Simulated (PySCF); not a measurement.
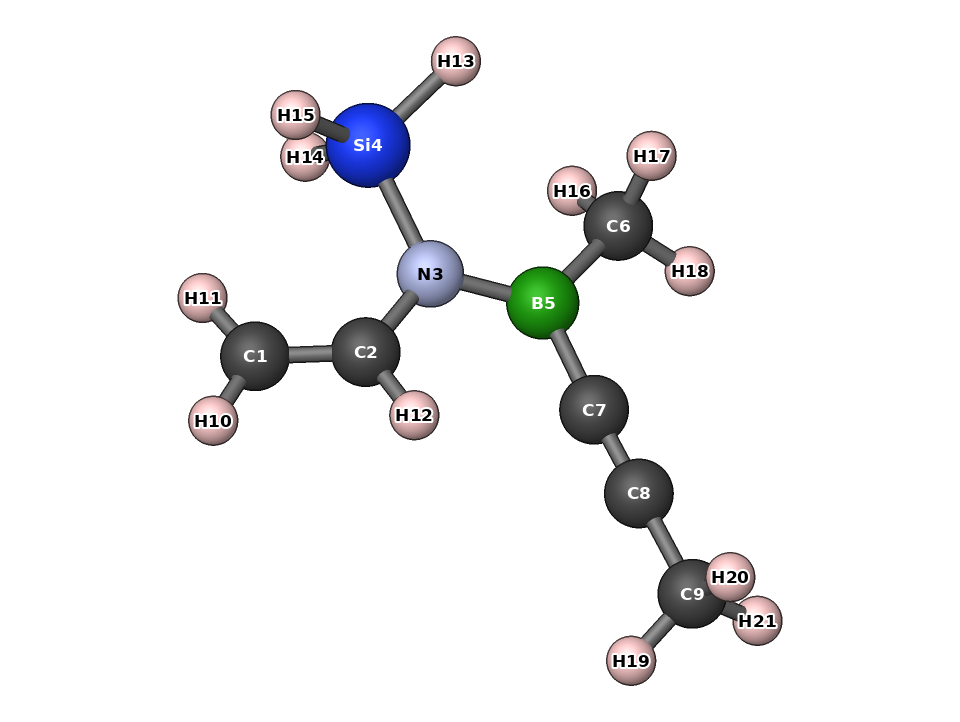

The geometry was computed by an optimisation with GFN2-xTB. No frequency run is at hand to confirm it as a minimum. Method: GIAO PBE0/pcSseg-1 NMR shielding, non-relativistic, gas phase (PySCF 2.14.0). Principal shieldings σ11 ≤ σ22 ≤ σ33, span Ω = σ33 − σ11, skew κ = 3(σiso − σ22)/Ω.

Which C atom has the most anisotropic shielding?

Answer. C7, with a span of 279 ppm.

Give the shielding tensors of the C atoms.

```
atom    σ11    σ22    σ33   σiso      Ω      κ
  C1   −6.3  102.1  164.2   86.7  170.5  −0.27
  C2  −78.7   49.2  127.0   32.5  205.6  −0.24
  C6  169.0  176.4  185.7  177.0   16.6   0.11
  C7   −2.1    8.6  276.6   94.4  278.6   0.92
  C8  −13.9    1.8  204.6   64.2  218.5   0.86
  C9  172.6  173.5  194.9  180.3   22.3   0.92
```

Shieldings and span in ppm.

The geometry is semi-empirical. Around B, Si such bond lengths and angles can be off by a tenth of an ångström or more and by several degrees, and values that hang on the shape move with them.
